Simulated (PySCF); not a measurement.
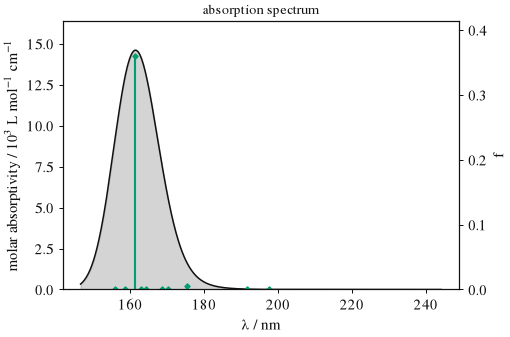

Vertical TDDFT excitations, PBE0/def2-SVPD with PySCF, at a PBE0-D3(BJ)/def2-SVP geometry (no frequency check), gas phase. The lowest 10 singlet states are shown; each is broadened by a Gaussian of 1/e half-width 0.40 eV. Sticks give oscillator strengths (right axis).

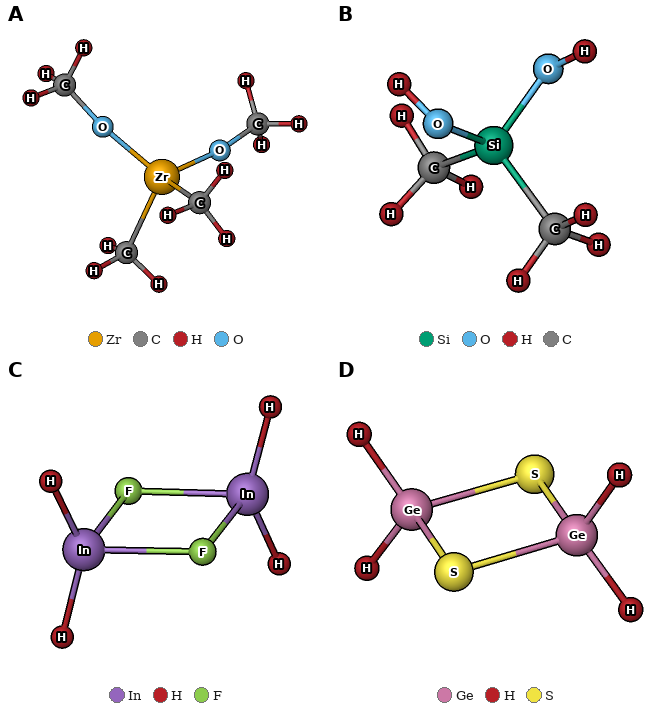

### Whose absorption spectrum is this? Choose among the lettered structures.

Structure C, In₂H₄F₂, singlet. Its lowest singlet lies at 6.28 eV (f = 0.000) and the brightest of those computed is S8 at 7.68 eV (161 nm), f = 0.359, mainly HOMO → LUMO+3 (71 %).

Known limits of this run: effective core potentials, which hold scalar relativity, on atoms heavier than Kr; spin-orbit coupling is left out, and with In it can shift these levels and split any degenerate set; core orbitals are frozen in the response.
